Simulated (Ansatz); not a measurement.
**BHO2 (oxoborinic acid) at 6 levels**

We compute a comparison of 6 runs (BHLYP/STO-3G, PBE/STO-3G, UPBE/STO-3G, r2SCAN0/STO-3G, RPA@PBE/STO-3G, UCCSD(T)/STO-3G) of BHO2 (oxoborinic acid). 

The results are computed with Ansatz 0.2.0.

60 further runs of the same task are left out: 2 that didn't finish, 58 set aside as unsound or not needed.

### Step 1. The structure to begin with

BHO2: 4 atoms, total charge 0, spin state singlet. SMILES: `O=BO`. The O3–B2 distance was set to 1.983 Å, away from the relaxed value.

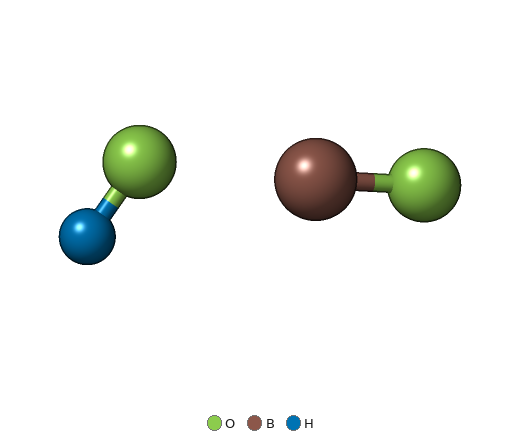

Viewed from a chosen angle; oxygen green, boron brown, hydrogen blue.

### Step 2. A single-point energy at BHLYP/STO-3G (run 1)

Input file molecule.yaml:

```yaml
crystal:
  periodic: [false, false, false]
  atoms:
    - symbol: O
      position_ang: [-2.175365, 0.740488, 0.498496]
    - symbol: B
      position_ang: [-1.044165, 0.348988, 0.318596]
    - symbol: O
      position_ang: [0.816700, -0.302000, 0.108600]
    - symbol: H
      position_ang: [1.162300, -0.353500, -0.785700]
basis:
  gaussian: {orbitals: STO-3G}
hamiltonian: {xc: {name: BHLYP}}
accuracy: high
```

Launch:

```bash
$ ansatz run molecule.yaml --threads 1 --pin off --max-ram 2610MiB --events-out events.jsonl --progress --plain --runs-dir runs
```

The program printed:

```text
Warning: RAYON_NUM_THREADS=1 ignored (pool sized by the plan → 1); use --threads N
Functional definition: BHLYP
  name "BHLYP"
  parameter a = 0.5
  exchange = (1 - a)*b88_x + a*exact_x
  correlation = lyp_c
263 factors; integrals over basis functions are off by at most 4.1e-8 eV
mean field evaluation 1: about -4712.3136 eV, gradient 3.5e1 eV
mean field evaluation 2: about -4705.4019 eV, gradient 6.7e1 eV
mean field evaluation 4: about -4716.5692 eV, gradient 1.9e0 eV
mean field evaluation 8: about -4716.5626 eV, gradient 3.5e-2 eV
mean field evaluation 16: about -4716.5626 eV, gradient 2.1e-6 eV
mean field -4716.56262072 eV, -173.3304793104 hartree, gradient 5.0e-8 eV, S^2 0.000000; 0 other end points of the search recorded, 0 dependent functions left out
reference -4716.56263685 eV, -173.3304799031 hartree; 11, 11 occupied and 5, 5 virtual orbitals, 263 factors
Total energy: -4716.56263685 eV, -173.3304799031 hartree
```

Run time: 0.81 s. Hardware: 1 thread of Arm Neoverse V1, shared host.

### Step 3. The energy at PBE/STO-3G (run 2)

Input file input.yaml:

```yaml
crystal:
  periodic: [false, false, false]
  atoms:
    - {symbol: O, position_ang: [-2.175365, 0.740488, 0.498496]}
    - {symbol: B, position_ang: [-1.044165, 0.348988, 0.318596]}
    - {symbol: O, position_ang: [0.816700, -0.302000, 0.108600]}
    - {symbol: H, position_ang: [1.162300, -0.353500, -0.785700]}
basis:
  gaussian:
    orbitals: STO-3G
hamiltonian:
  xc: pbe
accuracy: high
```

Launch:

```bash
$ ansatz run input.yaml --threads 1 --pin off --max-ram 2610MiB --events-out events.jsonl --progress --plain --runs-dir runs
```

The program printed:

```text
Warning: RAYON_NUM_THREADS=1 ignored (pool sized by the plan → 1); use --threads N
Functional definition: PBE
  name "PBE"
  parameter kappa = 0.804
  parameter beta = 0.06672455060314922
  exchange = pbe_x(kappa = kappa, mu = beta*pi^2/3)
  correlation = pbe_c(beta = beta)
263 factors; integrals over basis functions are off by at most 4.1e-8 eV
mean field evaluation 1: about -4712.1414 eV, gradient 2.5e1 eV
mean field evaluation 2: about -4690.6303 eV, gradient 9.0e1 eV
mean field evaluation 4: about -4713.9840 eV, gradient 4.7e0 eV
mean field evaluation 8: about -4713.9821 eV, gradient 9.5e-2 eV
mean field evaluation 16: about -4713.9821 eV, gradient 6.2e-7 eV
mean field -4713.98212845 eV, -173.2356479685 hartree, gradient 5.3e-8 eV, S^2 0.000000; 0 other end points of the search recorded, 0 dependent functions left out
reference -4713.98213005 eV, -173.2356480275 hartree; 11, 11 occupied and 5, 5 virtual orbitals, 263 factors
Total energy: -4713.98213005 eV, -173.2356480275 hartree
```

Run time: 0.74 s. Hardware: 1 thread of Arm Neoverse V1, shared host.

Runs 3 to 5 aren't shown in full; the table further down has their settings and results.

### Step 4. A single-point energy at UCCSD(T)/STO-3G (run 6)

Input file input.yaml:

```yaml
crystal:
  periodic: [false, false, false]
  atoms:
    - symbol: O
      position_ang: [-2.175365, 0.740488, 0.498496]
    - symbol: B
      position_ang: [-1.044165, 0.348988, 0.318596]
    - symbol: O
      position_ang: [0.816700, -0.302000, 0.108600]
    - symbol: H
      position_ang: [1.162300, -0.353500, -0.785700]
basis:
  gaussian:
    orbitals: STO-3G
scf:
  omitted_lower_state_checks: [cluster_reference, increment]
accuracy: high
magnetization:
  spin_polarized: true
correlation:
  method: ccsd_t
  frozen_orbitals: {B: 1, H: 0, O: 1}
```

Launch:

```bash
$ ansatz run input.yaml --threads 1 --pin off --max-ram 2610MiB --events-out events.jsonl --progress --plain --runs-dir runs
```

The program printed:

```text
Warning: RAYON_NUM_THREADS=1 ignored (pool sized by the plan → 1); use --threads N
[... 13 lines left out ...]
3 core orbitals not correlated: weight in the atoms' cores, before any rotation towards them, 1.000 or more for the frozen orbitals, at most 0.000 for the correlated occupied ones
[... 33 lines left out ...]
Total energy: -4700.94661046 eV, -172.7566015185 hartree
Checks for a lower state left out: cluster_reference, increment
```

Run time: 0.32 s. Hardware: 1 thread of Arm Neoverse V1, shared host.

### Step 5. Overview of the runs

| run | level | frozen core orbitals | energy (Eh) | wall time |
| --- | --- | --- | --- | --- |
| 1 | BHLYP/STO-3G | – | -173.330480 | 0.81 s |
| 2 | PBE/STO-3G | – | -173.235648 | 0.74 s |
| 3 | UPBE/STO-3G | – | -173.235648 | 1.3 s |
| 4 | r2SCAN0/STO-3G | – | -173.326174 | 1.8 s |
| 5 | RPA@PBE/STO-3G | 3 | -172.834206 | 1.1 s |
| 6 | UCCSD(T)/STO-3G | 3 | -172.756602 | 0.32 s |

### Step 6. Outcome

| quantity | value |
| --- | --- |
| run 6: total energy | -172.75660 Eh |
| run 6: correlation energy (3 core orbitals frozen) | -194.7 mEh |
| run 6: (T) correction | -9.42 mEh |
| run 6: ⟨S²⟩ of the reference determinant | 0.737 |
| run 6: T1 diagnostic | 0.075 |

In words: Totals of different functionals can't be ranked against each other. In runs 1, 2, 3, 4, 5, 6 the basis is minimal, so the values are rough. Spin contamination of the reference: run 6 ⟨S²⟩ = 0.74. Where it is this large, the reference is a mixture of spin states, and values that rest on it are in doubt. All runs together took 6.1 s, the longest 1.8 s.
